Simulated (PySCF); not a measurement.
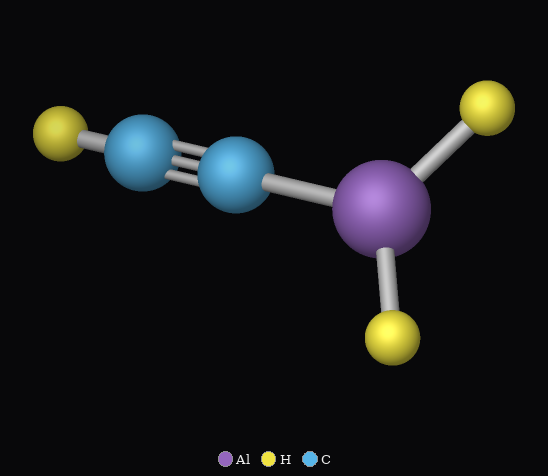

The geometry was computed by an optimisation with PBE0-D3(BJ)/def2-SVP. No frequency run is at hand to confirm it as a minimum.

Draw it as a skeletal formula.

SMILES: C#[C][AlH2]

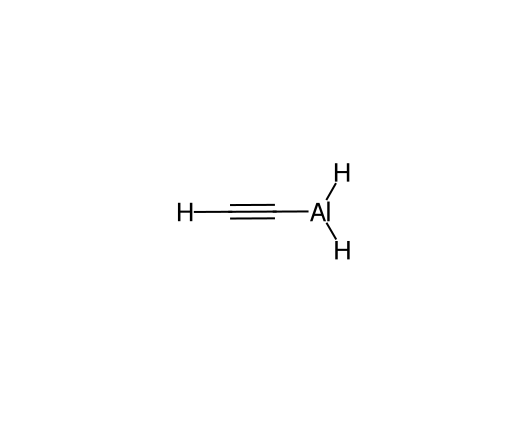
